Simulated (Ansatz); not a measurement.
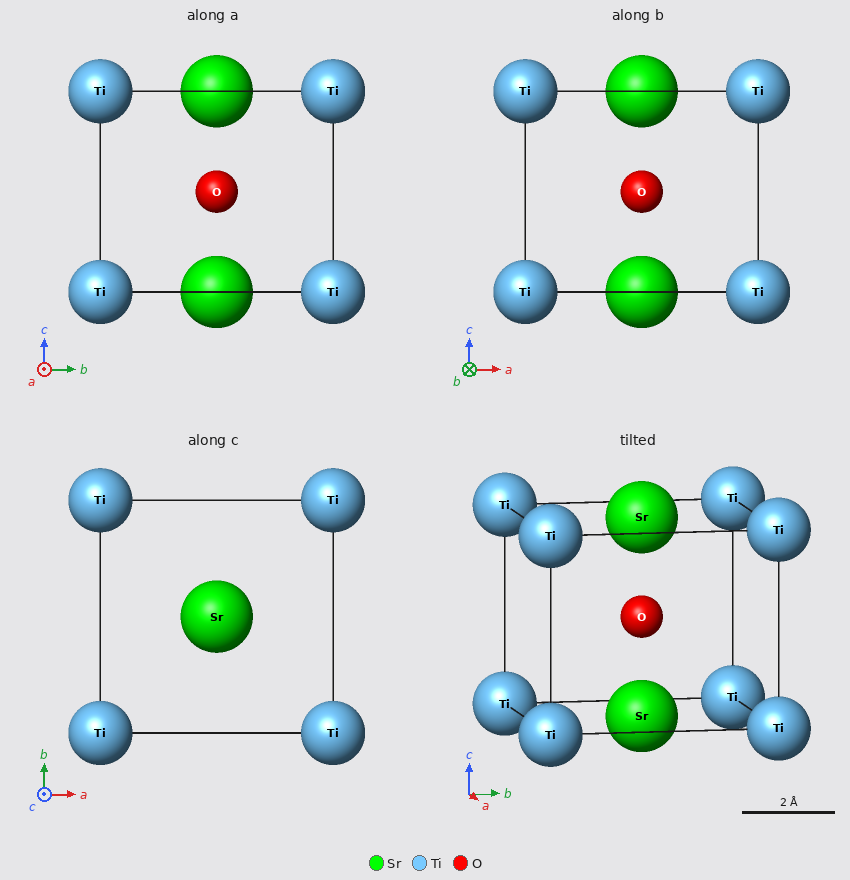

Crystal structure, spheres-only style, seen along the a axis, along the b axis, along the c axis and slightly off an axis. The conventional unit cell is outlined; an atom on or near a face, edge or corner is repeated at each equivalent position.

Lattice parameters: a = 5.114 Å, b = 5.114 Å, c = 4.411 Å, α = 90.00°, β = 90.00°, γ = 90.00°. Put a along x and b in the xy plane.

Give the structure in the form of a POSCAR file.

```
Sr Ti O
1.0
     5.114    0.000    0.000
     0.000    5.114    0.000
     0.000    0.000    4.411
Sr Ti O
1 1 1
Direct
  0.5000 0.5000 0.0000
  0.0000 0.0000 0.0000
  0.5000 0.5000 0.5000
```

The initial geometry was a structure type filled with these elements by a generator (whether the compound takes this form wasn't checked). The structure drawn was relaxed with DFT PBE, scalar-relativistic, plane waves, PAW in Ansatz 0.2.0.
